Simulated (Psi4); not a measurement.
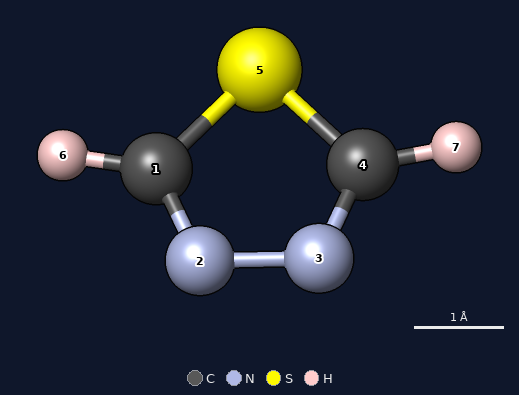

**Figure 1.** The structure as given in the input (ball-and-stick view, seen at a tilt; atoms are numbered from 1 in the order of the input). Bond lengths as drawn: C–H 1.08 Å, C–N 1.29 Å, C–S 1.71 Å and N–N 1.35 Å.

# C2H2N2S (charge +1): single-point calculation

System: C2H2N2S (1,3,4-Thiadiazole), charge +1, multiplicity 2.
Method: B3LYP/6-31G*, UKS (Psi4 1.11).

The geometry is that of the parent species in another charge or spin state. The geometry comes from this level: PBE0-D4/def2-TZVP.

Input file (c2h2n2s.dat)
```
memory 2200 mb

molecule {
  1 2
  C     -0.441870     0.687030     0.847880
  N     -1.253510    -0.118070     0.239750
  N     -0.637390    -0.855000    -0.710930
  C      0.627200    -0.591640    -0.801710
  S      1.175790     0.605040     0.293010
  H     -0.754010     1.354990     1.638180
  H      1.283780    -1.082350    -1.506180
  units angstrom
  symmetry c1
}

set {
  basis 6-31G*
  reference uks
  puream true
  e_convergence 1e-09
  d_convergence 1e-08
  scf_type pk
  dft_radial_points 99
  dft_spherical_points 590
  maxiter 100
}

E, wfn = energy('b3lyp', return_wfn=True)
print_variables()
```

Machine: 1 thread of Intel Xeon @ 2.90GHz (Ice Lake), 64 GiB of memory available, shared host.

Command:
```bash
psi4 c2h2n2s.dat c2h2n2s.out -n 1
```

Output
```
Psi4 1.11 release

   => Loading Basis Set <=

    Name: 6-31G*
    Role: ORBITAL
    Keyword: BASIS

         ---------------------------------------------------------
                                   SCF
                              UKS Reference
                        1 Threads,   2098 MiB Core
         ---------------------------------------------------------

  ==> Geometry <==

    Molecular point group: c1
    Full point group: C1

    Geometry (in Angstrom), charge = 1, multiplicity = 2:

       Center              X                  Y                   Z               Mass
    ------------   -----------------  -----------------  -----------------  -----------------
         C           -0.603182713567     0.604025662585     0.807676656437    12.000000000000
         N           -1.414822713567    -0.201074337415     0.199546656437    14.003074004430
         N           -0.798702713567    -0.938004337415    -0.751133343563    14.003074004430
         C            0.465887286433    -0.674644337415    -0.841913343563    12.000000000000
         S            1.014477286433     0.522035662585     0.252806656437    31.972071174400
         H           -0.915322713567     1.271985662585     1.597976656437     1.007825032230
         H            1.122467286433    -1.165354337415    -1.546383343563     1.007825032230

  Running in c1 symmetry.

  Rotational constants: A =      0.30183  B =      0.18865  C =      0.11609 [cm^-1]
  Rotational constants: A =   9048.75770  B =   5655.55257  C =   3480.32134 [MHz]
  Nuclear repulsion =  208.478373458827093

  Charge       = 1
  Multiplicity = 2
  Electrons    = 43
  Nalpha       = 22
  Nbeta        = 21

  ==> Algorithm <==

  SCF Algorithm Type is PK.
  DIIS enabled.
  MOM disabled.
  Fractional occupation disabled.
  Guess Type is SAD.
  Energy threshold   = 1.00e-09
  Density threshold  = 1.00e-08
  Integral threshold = 1.00e-12

  ==> Primary Basis <==

  Basis Set: 6-31G*
    Blend: 6-31G*
    Number of shells: 36
    Number of basis functions: 78
    Number of Cartesian functions: 83
    Spherical Harmonics?: true
    Max angular momentum: 2

  ==> DFT Potential <==

   => LibXC <=

    Version 7.1.2

   => Composite Functional: B3LYP <=

    B3LYP Hyb-GGA Exchange-Correlation Functional

    Deriv               =              1
    GGA                 =           TRUE
    Meta                =          FALSE

    Exchange Hybrid     =           TRUE
    MP2 Hybrid          =          FALSE

   => Exchange Functionals <=

    0.0800   Slater exchange
    0.7200         Becke 88

   => Exact (HF) Exchange <=

    0.2000               HF

   => Correlation Functionals <=

    0.1900   Vosko, Wilk & Nusair (VWN5_RPA)
    0.8100   Lee, Yang & Parr

   => LibXC Density Thresholds  <==

    XC_HYB_GGA_XC_B3LYP:  1.00E-15

   => Molecular Quadrature <=

    Radial Scheme          =       TREUTLER
    Pruning Scheme         =           NONE
    Nuclear Scheme         =       TREUTLER

    Blocking Scheme        =         OCTREE
    BS radius alpha        =              1
    Pruning alpha          =              1
    Radial Points          =             99
    Spherical Points       =            590
    Total Points           =         382986
    Total Blocks           =           2775
    Max Points             =            256
    Max Functions          =             77
    Weights Tolerance      =       1.00E-15

  ==> Integral Setup <==

  Using in-core PK algorithm.
   Calculation information:
      Number of atoms:                   7
      Number of AO shells:              36
      Number of primitives:             95
      Number of atomic orbitals:        83
      Number of basis functions:        78

      Integral cutoff                 1.00e-12
      Number of threads:                 1

  Performing in-core PK
  Using 9495642 doubles for integral storage.
  We computed 213106 shell quartets total.
  Whereas there are 222111 unique shell quartets.

  ==> DiskJK: Disk-Based J/K Matrices <==

    J tasked:                  Yes
    K tasked:                  Yes
    wK tasked:                  No
    Memory [MiB]:              820
    Schwarz Cutoff:          1E-12

  Cached 100.0% of DFT collocation blocks in 0.735 [GiB].

  Minimum eigenvalue in the overlap matrix is 4.2569285647E-03.
  Reciprocal condition number of the overlap matrix is 8.1384042427E-04.
    Using symmetric orthogonalization.

  ==> Pre-Iterations <==

  SCF Guess: Superposition of Atomic Densities via on-the-fly atomic UHF (no occupation information).

   -------------------------
    Irrep   Nso     Nmo
   -------------------------
     A         78      78
   -------------------------
    Total      78      78
   -------------------------

  ==> Iterations <==

                        Total Energy        Delta E     RMS |[F,P]|

   @UKS iter SAD:  -584.98234008662939   -5.84982e+02   0.00000e+00
   @UKS iter   1:  -584.42586705278222    5.56473e-01   7.88669e-03 DIIS/ADIIS
   @UKS iter   2:  -582.67934168656734    1.74653e+00   2.35415e-02 DIIS/ADIIS
   @UKS iter   3:  -584.59198735604741   -1.91265e+00   5.10979e-03 DIIS/ADIIS
   @UKS iter   4:  -584.67091904103006   -7.89317e-02   2.58700e-03 DIIS/ADIIS
   @UKS iter   5:  -584.68917562427225   -1.82566e-02   8.44316e-04 DIIS/ADIIS
   @UKS iter   6:  -584.69208901440277   -2.91339e-03   1.89042e-04 DIIS/ADIIS
   @UKS iter   7:  -584.69223723595474   -1.48222e-04   2.49015e-05 DIIS
   @UKS iter   8:  -584.69224323771323   -6.00176e-06   1.50372e-05 DIIS
   @UKS iter   9:  -584.69224395023343   -7.12520e-07   1.72583e-05 DIIS
   @UKS iter  10:  -584.69224483124742   -8.81014e-07   4.76790e-06 DIIS
   @UKS iter  11:  -584.69224497790424   -1.46657e-07   1.46861e-06 DIIS
   @UKS iter  12:  -584.69224499894187   -2.10376e-08   4.31174e-07 DIIS
   @UKS iter  13:  -584.69224500149608   -2.55420e-09   1.74498e-07 DIIS
   @UKS iter  14:  -584.69224500184214   -3.46063e-10   1.89351e-07 DIIS
   @UKS iter  15:  -584.69224500198925   -1.47111e-10   5.36803e-08 DIIS
   @UKS iter  16:  -584.69224500200471   -1.54614e-11   3.02834e-08 DIIS
   @UKS iter  17:  -584.69224500200755   -2.84217e-12   3.10343e-09 DIIS
  Energy and wave function converged.

  ==> Post-Iterations <==

   Electrons on quadrature grid:
      Nalpha   =   22.0000000866 ; deviation = 8.657e-08
      Nbeta    =   21.0000001018 ; deviation = 1.018e-07
      Ntotal   =   43.0000001883 ; deviation = 1.883e-07

   @Spin Contamination Metric:   7.045987788E-03
   @S^2 Expected:                7.500000000E-01
   @S^2 Observed:                7.570459878E-01
   @S   Expected:                5.000000000E-01
   @S   Observed:                5.000000000E-01

    Orbital Energies [Eh]
    ---------------------

    Alpha Occupied:

       1A    -89.172956     2A    -14.689945     3A    -14.689841
       4A    -10.525060     5A    -10.525047     6A     -8.248799
       7A     -6.213073     8A     -6.207334     9A     -6.204970
      10A     -1.337037    11A     -1.117857    12A     -1.087809
      13A     -0.910339    14A     -0.852482    15A     -0.791239
      16A     -0.721106    17A     -0.693340    18A     -0.682962
      19A     -0.602191    20A     -0.600235    21A     -0.560275
      22A     -0.559604

    Alpha Virtual:

      23A     -0.289276    24A     -0.256761    25A     -0.230652
      26A     -0.131443    27A     -0.089725    28A     -0.074407
      29A     -0.021401    30A      0.009187    31A      0.047599
      32A      0.132722    33A      0.136139    34A      0.152523
      35A      0.153349    36A      0.282857    37A      0.306068
      38A      0.307874    39A      0.347128    40A      0.393977
      41A      0.398710    42A      0.472086    43A      0.482039
      44A      0.514476    45A      0.532499    46A      0.540487
      47A      0.615122    48A      0.615447    49A      0.628161
      50A      0.642857    51A      0.666450    52A      0.686918
      53A      0.774895    54A      0.777161    55A      0.790901
      56A      0.988098    57A      1.046946    58A      1.079174
      59A      1.127242    60A      1.244460    61A      1.249061
      62A      1.359585    63A      1.434836    64A      1.581627
      65A      1.640321    66A      1.737044    67A      1.791882
      68A      1.940779    69A      1.995314    70A      2.021390
      71A      2.091147    72A      2.093068    73A      2.173816
      74A      2.264241    75A      2.286374    76A      2.345466
      77A      2.668318    78A      2.726464

    Beta Occupied:

       1A    -89.172590     2A    -14.677843     3A    -14.677700
       4A    -10.523629     5A    -10.523615     6A     -8.248449
       7A     -6.211563     8A     -6.207244     9A     -6.204934
      10A     -1.322048    11A     -1.100619    12A     -1.079822
      13A     -0.896870    14A     -0.842606    15A     -0.768324
      16A     -0.710516    17A     -0.680350    18A     -0.676756
      19A     -0.561766    20A     -0.554401    21A     -0.551996

    Beta Virtual:

      22A     -0.460271    23A     -0.287058    24A     -0.240443
      25A     -0.220150    26A     -0.130558    27A     -0.083927
      28A     -0.071863    29A     -0.015912    30A      0.016682
      31A      0.048464    32A      0.136147    33A      0.140307
      34A      0.153325    35A      0.161064    36A      0.295354
      37A      0.306608    38A      0.308025    39A      0.355333
      40A      0.421735    41A      0.426617    42A      0.477223
      43A      0.488917    44A      0.533808    45A      0.534483
      46A      0.542431    47A      0.619592    48A      0.623881
      49A      0.630196    50A      0.643363    51A      0.675108
      52A      0.694500    53A      0.780317    54A      0.781422
      55A      0.793894    56A      0.993426    57A      1.059424
      58A      1.087549    59A      1.149134    60A      1.261757
      61A      1.266702    62A      1.379834    63A      1.435441
      64A      1.585715    65A      1.646038    66A      1.750871
      67A      1.807091    68A      1.946267    69A      2.000816
      70A      2.033030    71A      2.099041    72A      2.114027
      73A      2.184177    74A      2.280240    75A      2.307734
      76A      2.366189    77A      2.694937    78A      2.750224

    Final Occupation by Irrep:
              A
    DOCC [    21 ]
    SOCC [     1 ]
    NA   [    22 ]
    NB   [    21 ]

  @UKS Final Energy:  -584.69224500200755

   => Energetics <=

    Nuclear Repulsion Energy =            208.4783734588270931
    One-Electron Energy =               -1203.8700293171018529
    Two-Electron Energy =                 451.6579551125844887
    DFT Exchange-Correlation Energy =     -40.9585442563171185
    Empirical Dispersion Energy =           0.0000000000000000
    VV10 Nonlocal Energy =                  0.0000000000000000
    Total Energy =                       -584.6922450020075530

  UHF NO Occupations:
  HONO-2 :   20  A 1.9987103
  HONO-1 :   21  A 1.9985191
  HONO-0 :   22  A 1.0000000
  LUNO+0 :   23  A 0.0014809
  LUNO+1 :   24  A 0.0012897
  LUNO+2 :   25  A 0.0004364
  LUNO+3 :   26  A 0.0002010

Computation Completed

Properties will be evaluated at   0.000000,   0.000000,   0.000000 [a0]

Properties computed using the SCF density matrix

 Multipole Moments:

 ------------------------------------------------------------------------------------
     Multipole            Electronic (a.u.)      Nuclear  (a.u.)        Total (a.u.)
 ------------------------------------------------------------------------------------

 L = 1.  Multiply by 2.5417464519 to convert [e a0] to [Debye]
 Dipole X            :          0.1936361            0.2273919            0.4210280
 Dipole Y            :          0.0996332            0.1170480            0.2166812
 Dipole Z            :          0.0482701            0.0566405            0.1049106
 Magnitude           :                                                    0.4849965

 ------------------------------------------------------------------------------------

	total time  =         24 seconds =       0.40 minutes

  Variable Map:
  ----------------------------------------------------------------------------
  "CURRENT ENERGY"              =>    -584.692245002008
  "CURRENT REFERENCE ENERGY"    =>    -584.692245002008
  "DD SOLVATION ENERGY"         =>       0.000000000000
  "DFT FUNCTIONAL TOTAL ENERGY" =>    -584.692245002008
  "DFT TOTAL ENERGY"            =>    -584.692245002008
  "DFT VV10 ENERGY"             =>       0.000000000000
  "DFT XC ENERGY"               =>     -40.958544256317
  "GRID ELECTRONS ALPHA"        =>      22.000000086566
  "GRID ELECTRONS BETA"         =>      21.000000101778
  "GRID ELECTRONS TOTAL"        =>      43.000000188344
  "NUCLEAR REPULSION ENERGY"    =>     208.478373458827
  "ONE-ELECTRON ENERGY"         =>   -1203.870029317102
  "PCM POLARIZATION ENERGY"     =>       0.000000000000
  "PE ENERGY"                   =>       0.000000000000
  "SCF ITERATION ENERGY"        =>    -584.692245002008
  "SCF ITERATIONS"              =>      17.000000000000
  "SCF TOTAL ENERGY"            =>    -584.692245002008
  "TWO-ELECTRON ENERGY"         =>     451.657955112584
  "XC GRID RADIAL POINTS"       =>      99.000000000000
  "XC GRID SPHERICAL POINTS"    =>     590.000000000000
  "XC GRID TOTAL POINTS"        =>  382986.000000000000

  Array Variable Map:
  ----------------------------------------------------------------------------
  "CURRENT DIPOLE"              =>       0.421028000553 ... 0.104910635607 1 by 3
  "SCF DIPOLE"                  =>       0.421028000553 ... 0.104910635607 1 by 3
  "SCF TOTAL ENERGIES"          =>    -584.982340086629 ... -584.692245002008 1 by 18

    Psi4 run time: 0:00:24.31
```

Key numbers

| quantity | value |
| --- | --- |
| outcome | converged |
| total energy | −584.692245 hartree |
| basis functions | 78 |
| ⟨S²⟩ | 0.757 |
| wall time | 26 s |
| peak memory | 1.1 GiB |
